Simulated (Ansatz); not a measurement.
LiF: 1 layer

The reference is LiF in the rock salt structure (space group Fm-3m, No. 225; a = 3.9902 Å). Axes: x, y, z lie along the cube axes.

Modification: a free-standing slab of 1 layer (2 atoms, 2 a layer) is cut normal to the z axis, with 15 Å of vacuum and the in-plane cell held at bulk; forces were under the threshold from the start, so the atoms kept their bulk positions.

Level of theory: Kohn–Sham DFT with the r2SCAN functional, run in Ansatz (a program for electronic structure) with PAW and 500 eV plane waves, no spin-orbit coupling. Γ-centred 12×12×1 mesh, Fermi–Dirac width 0.05 eV, for the changed cell.

The layer's space group (with vacuum) comes out as P4/mmm (No. 123) and the shortest interatomic distance is still 1.995 Å. The band gap drops by 3.315 eV, from 10.33 eV to 7.01 eV and the gap character amounts to indirect, X → Γ. The smallest direct gap falls by 3.03 eV to 7.30 eV.

Final structure:

```xyz
2
Lattice="2.8215 0.0000 0.0000 0.0000 2.8215 0.0000 0.0000 0.0000 15.0000" Properties=species:S:1:pos:R:3 pbc="T T T"
F      0.7054    -0.7054     7.5000
Li     2.1161     0.7054     7.5000
```

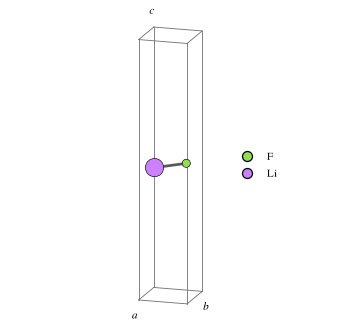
The relaxed cell after the change

Stability against distortions was not tested. Labels are those of the standard path for the cell's own space group.
